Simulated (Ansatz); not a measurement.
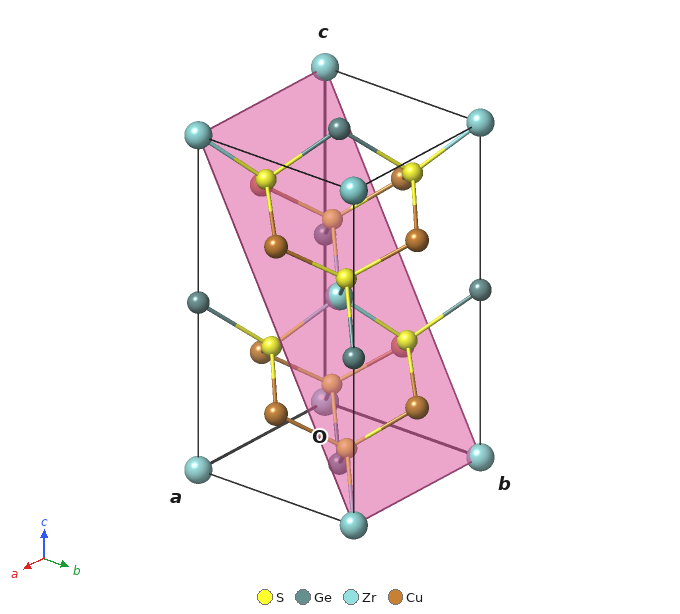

Every member of one family of equally spaced planes, hx + ky + lz = a whole number, that cuts the unit cell is shaded (one member passes through the origin O, touching the cell only at an edge or corner). Crystal: ZrCu2GeS4, coordinates from a relaxation with DFT, PAW plane waves, pbesol in Ansatz 0.2.0; the starting structure was generated, so it need not be a known form of this composition. Symmetry computed with spglib at a tolerance of 0.002 Å; standard conventional cell.

a = 5.635 Å, b = 5.635 Å, c = 10.462 Å, α = 90.00°, β = 90.00°, γ = 90.00°.

What are the Miller indices?

(0 1 1); the opposite sign names the same planes. The member next to the origin meets the axes a never, b at 1, c at 1.

What is the spacing?

d = 4.961 Å.

Which atoms of the cell lie in these planes (within 0.03 Å)?

all 2 Zr.
